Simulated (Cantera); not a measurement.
Feed: 1 mol Ti(OiPr)₄, 0.14 mol C₃H₈, equilibrated at 7.50 Torr.

Cantera equilibrium calculation (NASA polynomials, part measured and part estimated; ideal gas, pure solids and liquids). Candidate condensed phases: C, C₆H₆, C₇H₈, C₈H₁₈, H₂O, Ti, TiC, TiO, TiO₂, Ti₂O₃, Ti₃O₅, Ti₄O₇; 113 gas species. The feed counts by its element totals alone. TiC: taken at fixed stoichiometry. Equilibrium is a limit: real reactors are often held back by kinetics, nucleation or transport.

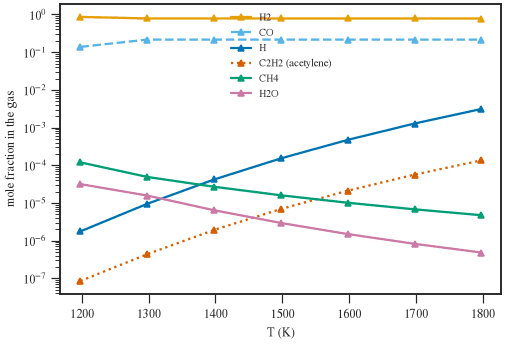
*Equilibrium gas composition (values under 1e-9 drawn at 1e-9)*

### Question
Read off the mole fractions at 1598 K.

### Answer
H₂ about 0.78, CO about 0.22, H about 0.00047, C₂H₂ (acetylene) about 2.1e-5, CH₄ about 1.0e-5, H₂O about 1.5e-6.
